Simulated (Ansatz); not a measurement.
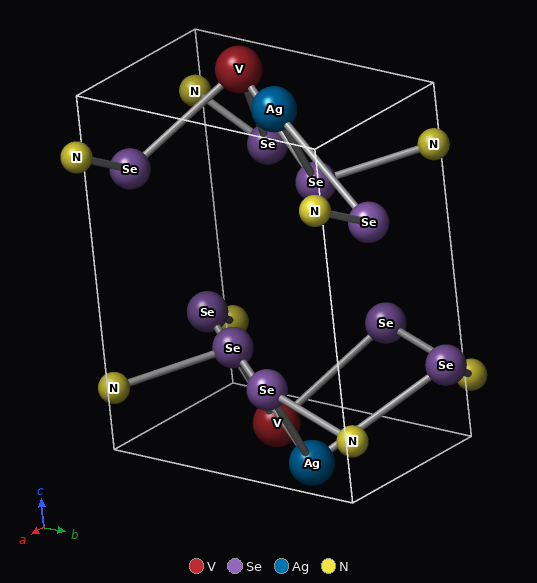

An orthographic ball-and-stick view of the structure, slightly off an axis. The simulation cell is outlined; an atom on or near a face, edge or corner is repeated at each equivalent position.

```xyz
10
Lattice="6.1479 0.0000 0.0000 3.0740 -5.3431 0.0000 1.9591 0.0000 -6.4808" Properties=species:S:1:pos:R:3 pbc="T T T"
V     3.0740   -1.8487    0.0000
Se    5.8576   -3.5233   -4.7971
Se    8.3974   -3.5233   -1.6837
Ag    6.1479   -3.5479    0.0000
Se    6.0581   -0.2543   -4.8502
Se    2.0490   -0.2543   -1.6306
N     5.0248   -5.3431   -5.4141
N     9.2302   -5.3431   -1.0667
Se    4.9550   -1.7173   -1.6507
Se    3.1521   -1.7173   -4.8302
```

The numbers come from DFT, PAW plane waves, r2SCAN (Ansatz 0.2.0), using 500 eV cutoff, a 5×5×4 mesh of k-points, Fermi-Dirac smearing of 0.1 eV, no spin polarisation.

Question: Give the Bader charge of each element.

Answer: V +1.42 e; Ag +0.39 e; Se -0.12 to -0.09 e; N -0.58 e.

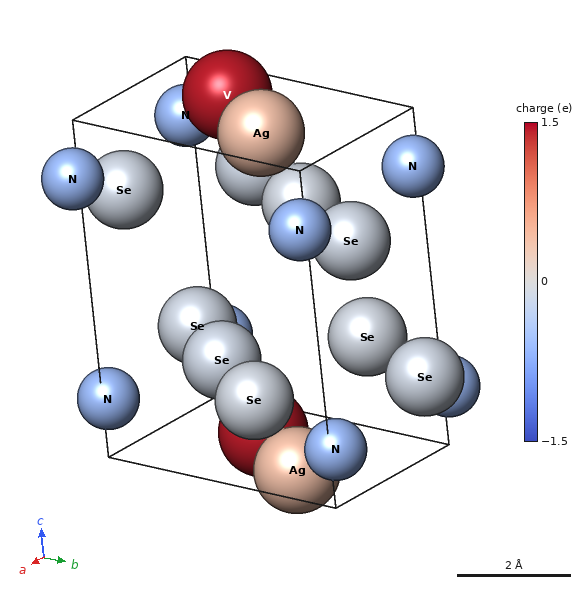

The atoms coloured by those charges.

The structure is a generated cell, made by putting these elements into a known structure type (the compound may or may not exist in this form); no relaxation was done. It went into a calculation with Ansatz.

At this level of theory the cell isn't at rest (stretched, at -6 GPa and forces up to 1.3 eV/Å), so its distances can differ from those at equilibrium, the more so the softer the solid.
